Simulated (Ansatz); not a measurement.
**A computed series for MgTe: response to strain**

The reference is MgTe in the wurtzite structure (space group P6_3mc, No. 186; a = 4.5089 Å, c = 7.3377 Å). Axes: x lies along a and z along c of the hexagonal cell.

Strains are applied to the cell and any free atomic positions relax.

All numbers come from LDA (Ansatz, a first-principles code, PAW, scalar-relativistic without spin-orbit coupling).

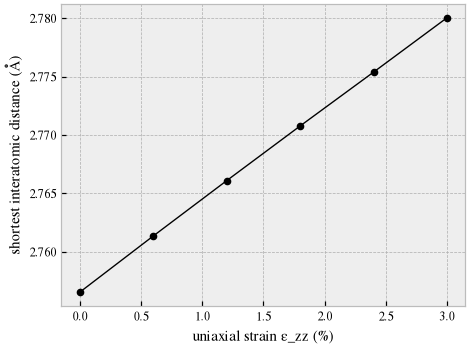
Figure: Shortest interatomic distance against uniaxial strain ε_zz

Problem. From the plot, what is the shortest interatomic distance for uniaxial strain ε_zz = +3.00 %?

Solution. About 2.780 Å.

Problem. Is the trend monotonic over the range shown?

Solution. Yes, it rises throughout, spanning 2.757 Å to 2.780 Å.

No phonon test of stability was made.
